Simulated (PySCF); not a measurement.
C$_{4}$H$_{8}$F$_{2}$O$_{2}$Si (SMILES C=C(COC(F)F)O[SiH3])

Input file:

```
{"job": {"kind": "nmr", "xc": "PBE0", "basis": "pcSseg-1"}, "charge": 0, "multiplicity": 1}
C     -0.419435     2.109112    -0.799967
C      0.173841     0.971268    -0.459525
C     -0.212803    -0.362666    -1.056139
O     -0.384053    -1.357209    -0.048074
C     -1.451518    -1.149225     0.750337
F     -2.614796    -1.421527     0.097320
F     -1.392326    -2.004578     1.775271
O      1.169502     0.943540     0.435815
Si     1.948226    -0.247659     1.245721
H     -1.215785     2.130785    -1.518750
H     -0.102102     3.044050    -0.376205
H     -1.117537    -0.271101    -1.663906
H      0.604781    -0.745552    -1.671543
H     -1.542357    -0.118842     1.145786
H      1.099134    -0.776312     2.309239
H      3.036407     0.572637     1.758554
H      2.413825    -1.304690     0.352675
```

Launched as:

```sh
OMP_NUM_THREADS=1 python probes_run.py task.json out
```

Geometry: GFN2-xTB.

These are results of PySCF 2.14.0, PBE0/pcSseg-1, SCF density, gas phase, non-relativistic, not measurements.

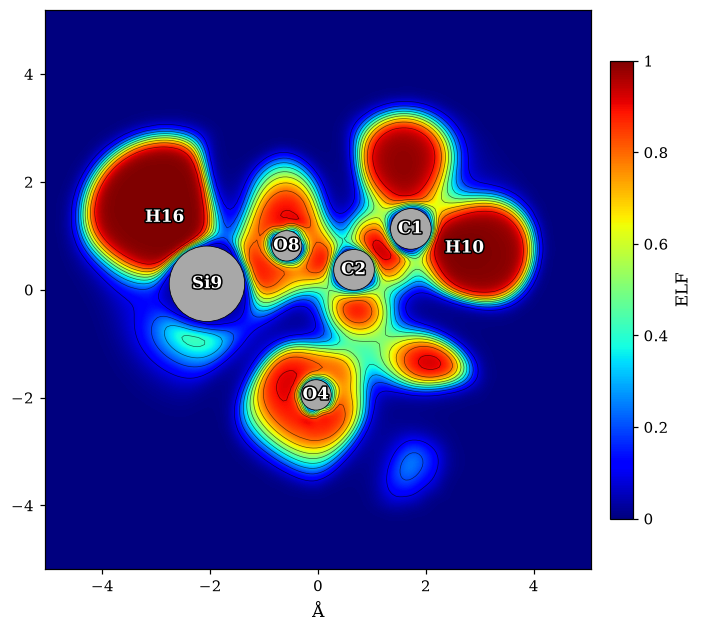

Figure 1. Electron localisation function on the plane of atoms O8, Si9 and H16. Grey discs cover the atomic cores.

Q: What do the fields say about this system?

A: The plane passes through C, O, Si and H nuclei. C–C (1.33 Å): the ELF peaks at about 0.95 between the atoms; a multiple bond. C–O (1.34 Å): the ELF peaks at about 0.90 between the atoms; a polar covalent bond. Si–O (1.64 Å): the ELF peaks at about 0.85 between the atoms (a polar covalent bond). C–H (1.07 Å): the ELF climbs to about 1 towards the hydrogen, as it does in any bond to H (a covalent bond by its length). The ELF also peaks beside O4 and O8, away from the bonds: lone-pair regions.

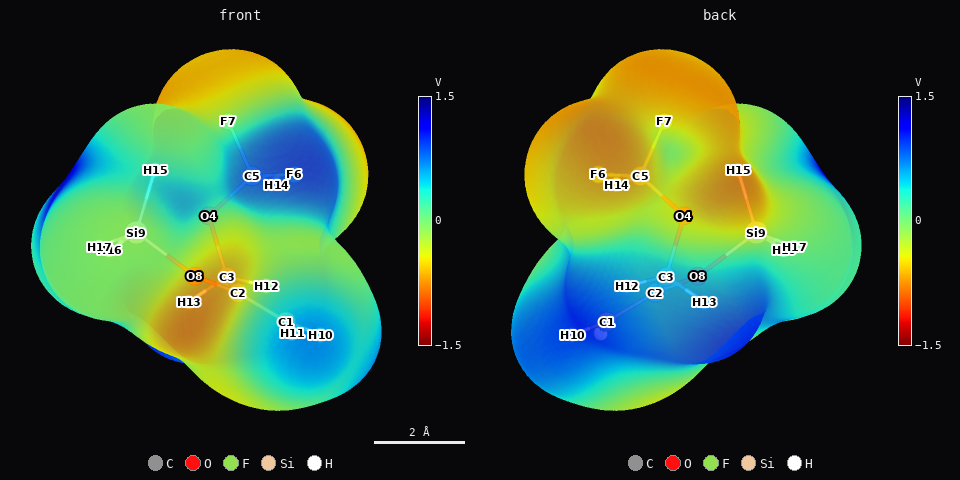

Figure 2. The electrostatic potential painted on the density surface at 0.001 e/bohr³, seen from the front and from behind; the colour scale runs from red (negative) to blue (positive).

Q: Where is the surface potential most negative and most positive?

A: The most negative region (about −0.8 V) lies over O4, F6 and O8, the most positive (about +1.2 V) over Si9.
